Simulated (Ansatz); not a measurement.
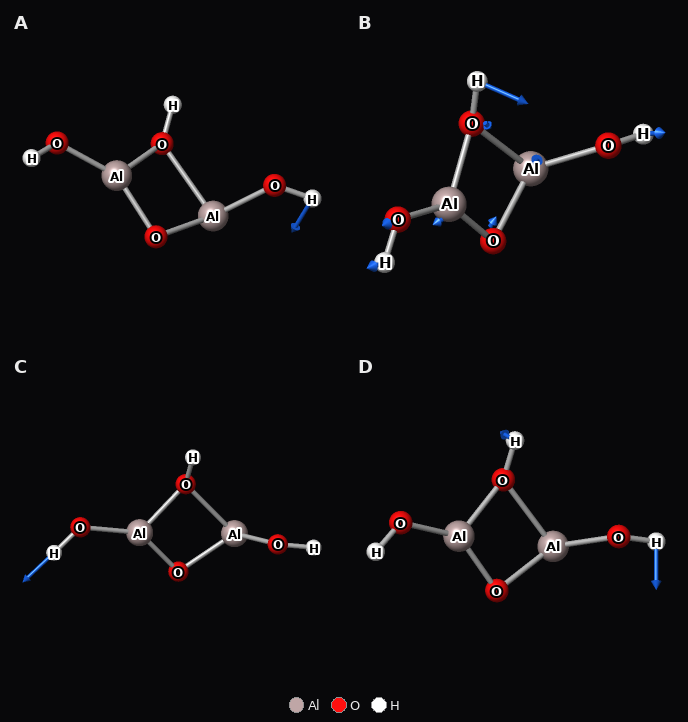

4 normal modes of one molecule or complex, as arrows. The species is neutral and a spin doublet. Harmonic vibrations computed with UKS PBE0-D4/def2-TZVP (Ansatz 0.2.0) at a stationary point of the same level.

Match the panels to the wavenumbers 210 cm⁻¹, 404 cm⁻¹, 640 cm⁻¹, 3975 cm⁻¹.

A: 640 cm⁻¹, Al–O–H bending
B: 404 cm⁻¹, angle bending
C: 3975 cm⁻¹, O–H stretching
D: 210 cm⁻¹, a torsion or out-of-plane motion in which bond lengths and bond angles hardly change
